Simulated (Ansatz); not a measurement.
## Molecular dynamics, with input and output: In2H4O2F2

System: In2H4O2F2, SMILES [F][InH-]1[OH+][InH-]([F])[OH+]1.
Method: RKS PBE-d3bjatm/def2-SVP (Ansatz 0.2.0).

The geometry comes from this level: PBE0-D4/def2-TZVP. Figures and captions count atoms from 1; the log counts them from 0 in places.

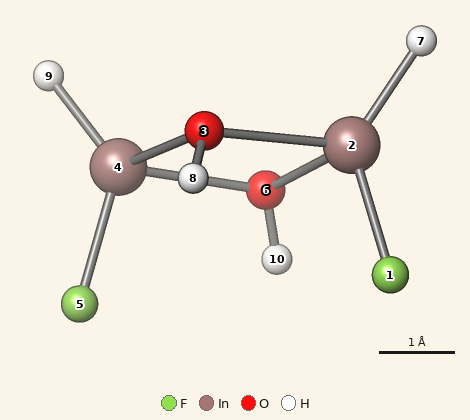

*The starting structure (ball-and-stick view, seen at an oblique angle; atoms are numbered from 1 in the order of the input). Sticks mark near contacts.*

Bond lengths as drawn: F–In 1.95 Å, H–In 1.69 Å, H–O 0.96 Å and In–O 2.14 Å.

Input:
```yaml
crystal:
  periodic: [false, false, false]
  atoms:
    - {symbol: F, position_ang: [-0.061567, -1.388274, -2.310500]}
    - {symbol: In, position_ang: [1.096435, -0.959824, -0.798570]}
    - {symbol: O, position_ang: [-0.300240, -1.093812, 0.820482]}
    - {symbol: In, position_ang: [-0.649699, 0.991770, 1.164232]}
    - {symbol: F, position_ang: [-2.388532, 1.212975, 0.305161]}
    - {symbol: O, position_ang: [0.650273, 1.118876, -0.534006]}
    - {symbol: H, position_ang: [2.680003, -1.468483, -0.518290]}
    - {symbol: H, position_ang: [-1.107217, -1.545556, 0.551690]}
    - {symbol: H, position_ang: [-0.112090, 1.652004, 2.620269]}
    - {symbol: H, position_ang: [0.192625, 1.480323, -1.300457]}
basis:
  gaussian: {orbitals: def2-SVP}
hamiltonian: {xc: {name: PBE}, dispersion: d3bjatm}
md: {timestep: 0.5 fs, n_steps: 30, ensemble: nvt_nose_hoover, temperature: 1000, initial_velocities: maxwell_boltzmann, seed: 798}
```

Command:
```bash
ansatz run in.yaml --threads 4 --pin off --events-out ev --progress --plain --max-ram 11315MiB
```

The program's output:
```
Functional definition: PBE
  name "PBE"
  cite "Perdew, Burke & Ernzerhof, Phys. Rev. Lett. 77, 3865 (1996) doi:10.1103/PhysRevLett.77.3865"
  parent pbe
  parameter kappa = 0.804
  parameter beta = 0.06672455060314922
  exchange = pbe_x(kappa = kappa, mu = beta*pi^2/3)
  correlation = pbe_c(beta = beta)
1446 factors; their error is unknown
mean field evaluation 1: about -19911.1976 eV, gradient 9.5e1 eV
mean field evaluation 2: about -19808.9281 eV, gradient 2.4e2 eV
mean field evaluation 4: about -19925.7454 eV, gradient 2.6e1 eV
mean field evaluation 8: about -19926.9827 eV, gradient 2.7e-1 eV
mean field evaluation 16: about -19926.9450 eV, gradient 3.0e-4 eV
mean field -19926.94496871 eV, -732.3017206315 hartree, gradient 2.4e-5 eV, S^2 0.000000; 0 other end points of the search recorded, 0 dependent functions left out
the calculation of the forces begins
reference -19926.94503521 eV, -732.3017230755 hartree; 40, 40 occupied and 88, 88 virtual orbitals, 1446 factors
md step     0: t =     0.00 fs  T =  1000.0 K  F+E_penalty+E_count = -19927.15433819 eV  E_kin = 1.034080 eV  conserved = -19926.12025820 eV  (28 SCF iters)
these checks for a lower state are left out or cut short: starts, cluster_reference, orbital_swaps, neighbouring_geometries, increment
1446 factors; their error is unknown
mean field -19926.90197032 eV, -732.3001404699 hartree, gradient 1.4e-5 eV, S^2 0.000000; 0 other end points of the search recorded, 0 dependent functions left out
the calculation of the forces begins
reference -19926.90203688 eV, -732.3001429161 hartree; 40, 40 occupied and 88, 88 virtual orbitals, 1446 factors
md step     1: t =     0.50 fs  T =   959.8 K  F+E_penalty+E_count = -19927.11121829 eV  E_kin = 0.992548 eV  conserved = -19926.11867028 eV  (29 SCF iters)
[... from here on the SCF iterations and repeated set-up lines of each step are left out, up to the last step ...]
md step     2: t =     1.00 fs  T =   905.4 K  F+E_penalty+E_count = -19927.05258073 eV  E_kin = 0.936285 eV  conserved = -19926.11629830 eV  (29 SCF iters)
md step     3: t =     1.50 fs  T =   869.1 K  F+E_penalty+E_count = -19927.01358724 eV  E_kin = 0.898684 eV  conserved = -19926.11491200 eV  (28 SCF iters)
md step     4: t =     2.00 fs  T =   869.1 K  F+E_penalty+E_count = -19927.01439799 eV  E_kin = 0.898696 eV  conserved = -19926.11572308 eV  (30 SCF iters)
md step     5: t =     2.50 fs  T =   894.9 K  F+E_penalty+E_count = -19927.04332184 eV  E_kin = 0.925425 eV  conserved = -19926.11793605 eV  (30 SCF iters)
md step     6: t =     3.00 fs  T =   916.9 K  F+E_penalty+E_count = -19927.06778694 eV  E_kin = 0.948129 eV  conserved = -19926.11972046 eV  (30 SCF iters)
md step     7: t =     3.50 fs  T =   909.4 K  F+E_penalty+E_count = -19927.06038927 eV  E_kin = 0.940401 eV  conserved = -19926.12007770 eV  (30 SCF iters)
md step     8: t =     4.00 fs  T =   865.8 K  F+E_penalty+E_count = -19927.01437034 eV  E_kin = 0.895261 eV  conserved = -19926.11923062 eV  (30 SCF iters)
md step     9: t =     4.50 fs  T =   796.7 K  F+E_penalty+E_count = -19926.94155894 eV  E_kin = 0.823828 eV  conserved = -19926.11788660 eV  (30 SCF iters)
md step    10: t =     5.00 fs  T =   721.2 K  F+E_penalty+E_count = -19926.86223357 eV  E_kin = 0.745799 eV  conserved = -19926.11663056 eV  (31 SCF iters)
md step    11: t =     5.50 fs  T =   658.0 K  F+E_penalty+E_count = -19926.79598840 eV  E_kin = 0.680456 eV  conserved = -19926.11577469 eV  (30 SCF iters)
md step    12: t =     6.00 fs  T =   620.2 K  F+E_penalty+E_count = -19926.75644194 eV  E_kin = 0.641300 eV  conserved = -19926.11543798 eV  (31 SCF iters)
md step    13: t =     6.50 fs  T =   612.8 K  F+E_penalty+E_count = -19926.74899347 eV  E_kin = 0.633704 eV  conserved = -19926.11565009 eV  (30 SCF iters)
md step    14: t =     7.00 fs  T =   632.7 K  F+E_penalty+E_count = -19926.77022073 eV  E_kin = 0.654265 eV  conserved = -19926.11639384 eV  (31 SCF iters)
md step    15: t =     7.50 fs  T =   668.4 K  F+E_penalty+E_count = -19926.80825441 eV  E_kin = 0.691198 eV  conserved = -19926.11758754 eV  (30 SCF iters)
md step    16: t =     8.00 fs  T =   702.2 K  F+E_penalty+E_count = -19926.84445232 eV  E_kin = 0.726096 eV  conserved = -19926.11899760 eV  (30 SCF iters)
md step    17: t =     8.50 fs  T =   713.9 K  F+E_penalty+E_count = -19926.85761267 eV  E_kin = 0.738248 eV  conserved = -19926.12013002 eV  (31 SCF iters)
md step    18: t =     9.00 fs  T =   689.2 K  F+E_penalty+E_count = -19926.83206545 eV  E_kin = 0.712716 eV  conserved = -19926.12024875 eV  (30 SCF iters)
md step    19: t =     9.50 fs  T =   629.5 K  F+E_penalty+E_count = -19926.76874792 eV  E_kin = 0.650996 eV  conserved = -19926.11878847 eV  (30 SCF iters)
md step    20: t =    10.00 fs  T =   558.4 K  F+E_penalty+E_count = -19926.69246545 eV  E_kin = 0.577420 eV  conserved = -19926.11621585 eV  (30 SCF iters)
md step    21: t =    10.50 fs  T =   512.7 K  F+E_penalty+E_count = -19926.64321749 eV  E_kin = 0.530145 eV  conserved = -19926.11437691 eV  (30 SCF iters)
md step    22: t =    11.00 fs  T =   517.4 K  F+E_penalty+E_count = -19926.64856049 eV  E_kin = 0.535028 eV  conserved = -19926.11497767 eV  (31 SCF iters)
md step    23: t =    11.50 fs  T =   564.3 K  F+E_penalty+E_count = -19926.69948159 eV  E_kin = 0.583579 eV  conserved = -19926.11751053 eV  (31 SCF iters)
md step    24: t =    12.00 fs  T =   618.5 K  F+E_penalty+E_count = -19926.75760505 eV  E_kin = 0.639566 eV  conserved = -19926.11983748 eV  (30 SCF iters)
md step    25: t =    12.50 fs  T =   645.4 K  F+E_penalty+E_count = -19926.78589444 eV  E_kin = 0.667364 eV  conserved = -19926.12054488 eV  (31 SCF iters)
md step    26: t =    13.00 fs  T =   631.6 K  F+E_penalty+E_count = -19926.77060547 eV  E_kin = 0.653097 eV  conserved = -19926.11975387 eV  (31 SCF iters)
md step    27: t =    13.50 fs  T =   585.5 K  F+E_penalty+E_count = -19926.72129719 eV  E_kin = 0.605485 eV  conserved = -19926.11828843 eV  (31 SCF iters)
md step    28: t =    14.00 fs  T =   527.1 K  F+E_penalty+E_count = -19926.65922379 eV  E_kin = 0.545063 eV  conserved = -19926.11686099 eV  (31 SCF iters)
md step    29: t =    14.50 fs  T =   477.0 K  F+E_penalty+E_count = -19926.60620508 eV  E_kin = 0.493268 eV  conserved = -19926.11585088 eV  (31 SCF iters)
these checks for a lower state are left out or cut short: starts, cluster_reference, orbital_swaps, neighbouring_geometries, increment
1446 factors; their error is unknown
mean field -19926.37539130 eV, -732.2807890479 hartree, gradient 1.8e-5 eV, S^2 0.000000; 0 other end points of the search recorded, 0 dependent functions left out
the calculation of the forces begins
reference -19926.37545811 eV, -732.2807915033 hartree; 40, 40 occupied and 88, 88 virtual orbitals, 1446 factors
1446 factors; their error is unknown
mean field evaluation 256: about -19926.0876 eV, gradient 1.1e1 eV
mean field -19926.37539130 eV, -732.2807890479 hartree, gradient 1.8e-5 eV, S^2 0.000000; 1 other end points of the search recorded, 0 dependent functions left out
the calculation of the forces begins
reference -19926.37545811 eV, -732.2807915033 hartree; 40, 40 occupied and 88, 88 virtual orbitals, 1446 factors
md step    30: t =    15.00 fs  T =   450.5 K  F+E_penalty+E_count = -19926.57813904 eV  E_kin = 0.465868 eV  conserved = -19926.11539530 eV  (30 SCF iters)
```

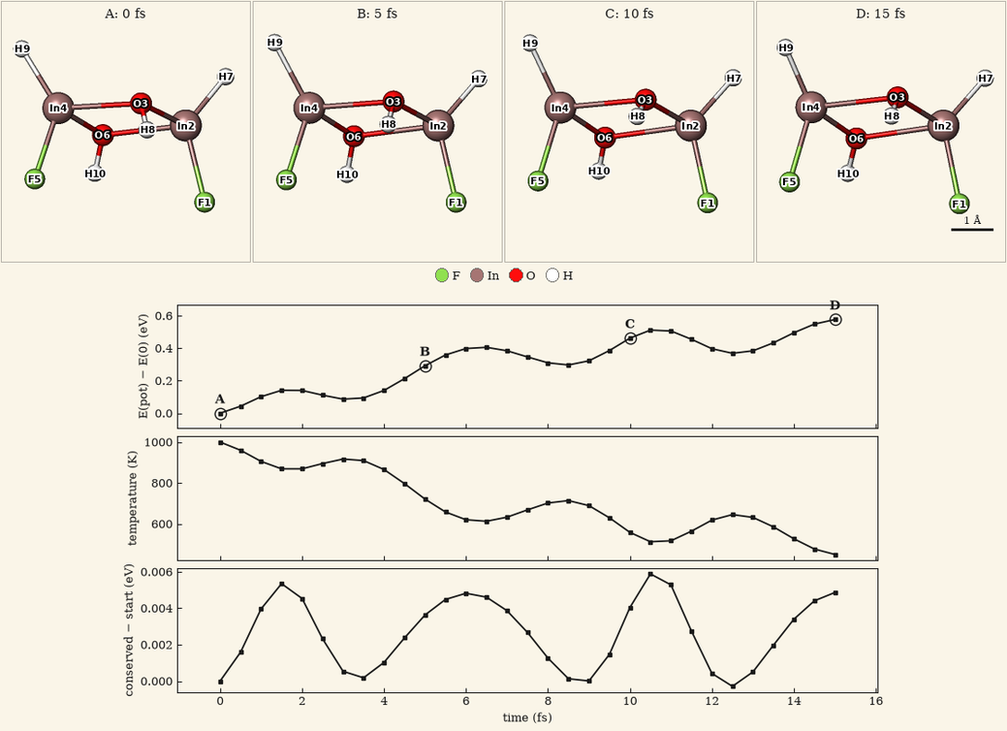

*Frames of the molecular dynamics (ball-and-stick, seen at a tilt) above the curves, on which the letters mark them.*

The trajectory kept here has 31 frames over 15 fs. The temperature starts at 1000 K, ranges from 451 to 1000 K and averages 593 K over the second half. The potential energy ends 0.576 eV above its first value. The conserved quantity stays within 0.0062 eV. After an unweighted best fit of the last frame on the first, the root-mean-square displacement is 0.27 Å, and H8 has moved furthest (0.53 Å).

```
Total energy: -19926.57820585 eV, -732.2882423453 hartree
Atom 0 at    -0.037949    -1.334445    -2.372718 Å, force    -0.208743    -0.166532    -0.399406 eV/Å
Atom 1 at     1.121949    -1.002849    -0.829898 Å, force    -0.391312     0.172584     0.567880 eV/Å
Atom 2 at    -0.234897    -1.156508     0.942622 Å, force    -2.361065    -0.346307     0.282742 eV/Å
Atom 3 at    -0.665467     1.031629     1.199501 Å, force    -0.865122    -0.632769    -1.222587 eV/Å
Atom 4 at    -2.419903     1.242184     0.234966 Å, force     0.389298     0.040676     0.337962 eV/Å
Atom 5 at     0.536281     1.124405    -0.557741 Å, force     0.479094     0.710777    -1.253958 eV/Å
Atom 6 at     2.774904    -1.488155    -0.633802 Å, force    -0.305846     0.119093     0.075659 eV/Å
Atom 7 at    -1.226782    -1.517081     1.044696 Å, force     2.935509     0.663305    -0.826453 eV/Å
Atom 8 at    -0.431627     1.155749     2.822720 Å, force     0.271702     0.472390     0.829889 eV/Å
Atom 9 at     0.345022     1.670645    -1.395459 Å, force     0.056484    -1.033217     1.608274 eV/Å
Dipole moment:     0.627420     0.183177     0.420808 e Å
```

Trajectory as extended XYZ (Å, eV, eV/Å), 10 of the 31 frames kept, from step=0 to step=30:
```
10
Properties=species:S:1:pos:R:3:forces:R:3 step=0 time_fs=0.0 energy=-19927.15434 temperature=1000.0
F    -0.0616   -1.3883   -2.3105   -0.4190  -0.1500  -0.5391
In    1.0964   -0.9598   -0.7986    0.5610  -0.2346   0.0102
O    -0.3002   -1.0938    0.8205    0.4427  -0.1502   0.5432
In   -0.6497    0.9918    1.1642    0.0988   0.2820   0.5296
F    -2.3885    1.2130    0.3052   -0.6209   0.0757  -0.3121
O     0.6503    1.1189   -0.5340    0.6038   0.2247   0.3136
H     2.6800   -1.4685   -0.5183    0.2668  -0.0764   0.0623
H    -1.1072   -1.5456    0.5517   -0.6577  -0.3587  -0.2286
H    -0.1121    1.6520    2.6203    0.1061   0.1032   0.2429
H     0.1926    1.4803   -1.3005   -0.3815   0.2844  -0.6220
10
Properties=species:S:1:pos:R:3:forces:R:3 step=3 time_fs=1.5 energy=-19927.01359 temperature=869.1
F    -0.0568   -1.3820   -2.3132   -0.4565  -0.1593  -0.6164
In    1.0990   -0.9641   -0.8020    0.1870  -0.1248   0.0949
O    -0.2949   -1.1023    0.8293    2.9006   1.2517   1.0643
In   -0.6513    0.9956    1.1670    0.2032   0.3604   0.8246
F    -2.3902    1.2156    0.2984   -0.5416   0.0683  -0.2458
O     0.6345    1.1189   -0.5365    1.2139  -0.4105   1.4130
H     2.6690   -1.4660   -0.5416    0.4872  -0.1384   0.1231
H    -1.1092   -1.4880    0.6524   -3.0292  -1.6551  -0.8463
H    -0.1362    1.6008    2.6958   -0.0195  -0.0152  -0.1735
H     0.2373    1.4906   -1.3032   -0.9453   0.8229  -1.6378
10
Properties=species:S:1:pos:R:3:forces:R:3 step=7 time_fs=3.5 energy=-19927.06039 temperature=909.4
F    -0.0513   -1.3738   -2.3179   -0.4922  -0.1762  -0.7053
In    1.1024   -0.9698   -0.8065   -0.1010  -0.0224   0.2005
O    -0.2827   -1.1115    0.8430   -0.2448   0.0101   0.5213
In   -0.6535    1.0008    1.1710    0.2520   0.3790   1.1176
F    -2.3935    1.2192    0.2890   -0.4343   0.0609  -0.1491
O     0.6158    1.1183   -0.5374    0.5482   0.2810  -0.1860
H     2.6706   -1.4674   -0.5684    0.5629  -0.1559   0.1587
H    -1.1952   -1.4580    0.7623    0.2299  -0.3055  -0.3675
H    -0.1693    1.5318    2.7894   -0.1376  -0.0905  -0.6475
H     0.2696    1.5278   -1.3530   -0.1830   0.0196   0.0572
10
Properties=species:S:1:pos:R:3:forces:R:3 step=10 time_fs=5.0 energy=-19926.86223 temperature=721.2
F    -0.0479   -1.3680   -2.3224   -0.5017  -0.1882  -0.7477
In    1.1049   -0.9741   -0.8098   -0.1122   0.0087   0.2877
O    -0.2733   -1.1181    0.8542   -2.5035  -0.6300   0.5334
In   -0.6550    1.0047    1.1742    0.2056   0.3093   1.2028
F    -2.3965    1.2221    0.2817   -0.3422   0.0562  -0.0734
O     0.6028    1.1182   -0.5380    0.1722   0.8974  -1.4978
H     2.6857   -1.4723   -0.5846    0.4209  -0.1087   0.1506
H    -1.2647   -1.4479    0.8336    2.5681   0.4166  -0.4172
H    -0.1973    1.4780    2.8445   -0.1721  -0.0808  -0.8658
H     0.2868    1.5585   -1.3939    0.2651  -0.6805   1.4274
10
Properties=species:S:1:pos:R:3:forces:R:3 step=13 time_fs=6.5 energy=-19926.74899 temperature=612.8
F    -0.0450   -1.3623   -2.3277   -0.4941  -0.1958  -0.7583
In    1.1074   -0.9785   -0.8131   -0.0105   0.0085   0.3970
O    -0.2672   -1.1255    0.8662   -2.8350  -0.5374   0.6434
In   -0.6565    1.0088    1.1776    0.1110   0.2062   1.1595
F    -2.3999    1.2249    0.2744   -0.2306   0.0511   0.0024
O     0.5901    1.1192   -0.5406    0.2508   0.9080  -1.6313
H     2.7097   -1.4794   -0.5976    0.1633  -0.0264   0.1256
H    -1.2819   -1.4299    0.8957    2.9765   0.3994  -0.6055
H    -0.2289    1.4225    2.8811   -0.1634  -0.0286  -0.9504
H     0.3089    1.5755   -1.4060    0.2322  -0.7849   1.6176
10
Properties=species:S:1:pos:R:3:forces:R:3 step=17 time_fs=8.5 energy=-19926.85761 temperature=713.9
F    -0.0420   -1.3551   -2.3361   -0.4584  -0.1975  -0.7209
In    1.1108   -0.9842   -0.8174    0.1408  -0.0052   0.5585
O    -0.2643   -1.1363    0.8834   -0.3140   0.4184   0.4608
In   -0.6585    1.0142    1.1825   -0.0669   0.0584   0.8875
F    -2.4048    1.2288    0.2646   -0.0551   0.0445   0.0999
O     0.5738    1.1222   -0.5470    0.8291  -0.1475   0.1354
H     2.7460   -1.4895   -0.6109   -0.2075   0.0898   0.0890
H    -1.2136   -1.3957    0.9583    0.5594  -0.4786  -0.6022
H    -0.2763    1.3479    2.8985   -0.0962   0.0854  -0.8470
H     0.3441    1.5754   -1.3744   -0.3312   0.1325  -0.0609
10
Properties=species:S:1:pos:R:3:forces:R:3 step=20 time_fs=10.0 energy=-19926.69247 temperature=558.4
F    -0.0403   -1.3500   -2.3434   -0.4146  -0.1940  -0.6646
In    1.1133   -0.9885   -0.8205    0.1782  -0.0021   0.6493
O    -0.2629   -1.1439    0.8971    3.5429   1.5884  -0.0597
In   -0.6599    1.0183    1.1864   -0.2437  -0.0741   0.5142
F    -2.4086    1.2318    0.2573    0.0783   0.0407   0.1675
O     0.5628    1.1244   -0.5519    1.2345  -1.1690   1.8083
H     2.7689   -1.4951   -0.6185   -0.4132   0.1528   0.0699
H    -1.1451   -1.3806    0.9905   -3.2129  -1.5859  -0.2308
H    -0.3144    1.2938    2.8903   -0.0129   0.1907  -0.5952
H     0.3635    1.5766   -1.3484   -0.7365   1.0525  -1.6589
10
Properties=species:S:1:pos:R:3:forces:R:3 step=23 time_fs=11.5 energy=-19926.69948 temperature=564.3
F    -0.0392   -1.3451   -2.3514   -0.3614  -0.1891  -0.6000
In    1.1159   -0.9928   -0.8235    0.1215   0.0243   0.6752
O    -0.2572   -1.1494    0.9108    3.3559   1.6108  -0.1783
In   -0.6615    1.0224    1.1904   -0.4476  -0.2479   0.0083
F    -2.4123    1.2349    0.2503    0.1906   0.0387   0.2271
O     0.5534    1.1252   -0.5545    1.0950  -0.9527   1.3356
H     2.7831   -1.4974   -0.6246   -0.5124   0.1819   0.0599
H    -1.1386   -1.3975    1.0172   -2.9445  -1.5222  -0.2140
H    -0.3527    1.2439    2.8694    0.0862   0.3007  -0.1953
H     0.3681    1.5984   -1.3543   -0.5833   0.7554  -1.1185
10
Properties=species:S:1:pos:R:3:forces:R:3 step=27 time_fs=13.5 energy=-19926.72130 temperature=585.5
F    -0.0383   -1.3389   -2.3632   -0.2789  -0.1790  -0.4991
In    1.1194   -0.9986   -0.8272   -0.1088   0.0948   0.6238
O    -0.2438   -1.1538    0.9288   -1.2165   0.1819   0.2853
In   -0.6637    1.0277    1.1957   -0.7155  -0.4951  -0.7608
F    -2.4169    1.2390    0.2413    0.3088   0.0389   0.2943
O     0.5430    1.1245   -0.5559    0.6085   0.3755  -0.8173
H     2.7851   -1.4945   -0.6308   -0.4646   0.1662   0.0619
H    -1.2063   -1.4640    1.0428    1.7267   0.0431  -0.7546
H    -0.4007    1.1876    2.8371    0.2120   0.4225   0.4547
H     0.3567    1.6467   -1.3901   -0.0717  -0.6488   1.1118
10
Properties=species:S:1:pos:R:3:forces:R:3 step=30 time_fs=15.0 energy=-19926.57814 temperature=450.5
F    -0.0379   -1.3344   -2.3727   -0.2087  -0.1665  -0.3994
In    1.1219   -1.0028   -0.8299   -0.3913   0.1726   0.5679
O    -0.2349   -1.1565    0.9426   -2.3611  -0.3463   0.2827
In   -0.6655    1.0316    1.1995   -0.8651  -0.6328  -1.2226
F    -2.4199    1.2422    0.2350    0.3893   0.0407   0.3380
O     0.5363    1.1244   -0.5577    0.4791   0.7108  -1.2540
H     2.7749   -1.4882   -0.6338   -0.3058   0.1191   0.0757
H    -1.2268   -1.5171    1.0447    2.9355   0.6633  -0.8265
H    -0.4316    1.1557    2.8227    0.2717   0.4724   0.8299
H     0.3450    1.6706   -1.3955    0.0565  -1.0332   1.6083
```

Results in brief:

```tsv
quantity	value
outcome	finished
mean temperature over the second half	593 K
trajectory	30 steps, 15 fs
ensemble	nvt_nose_hoover
temperature in the input	1000 K
time step	0.5 fs
potential energy (last step)	−19926.5782 eV
mean-field energy (last step)	−19926.3755 eV
dispersion energy (last step)	−0.2027 eV
SCF solution under orbital rotations (last step)	stable
largest force (length of the vector) (last step)	3.121 eV/Å
dipole moment (last step)	3.73 D
hardware	4 threads of Arm Neoverse V2, 23 GiB of memory available, shared host
wall time	51 s (CPU time 3.2 min)
peak memory	0.19 GiB
```

Remarks:

So short a trajectory is not equilibrated. The temperature stays far from the 1000 K of the thermostat over the second half: the run isn't equilibrated.
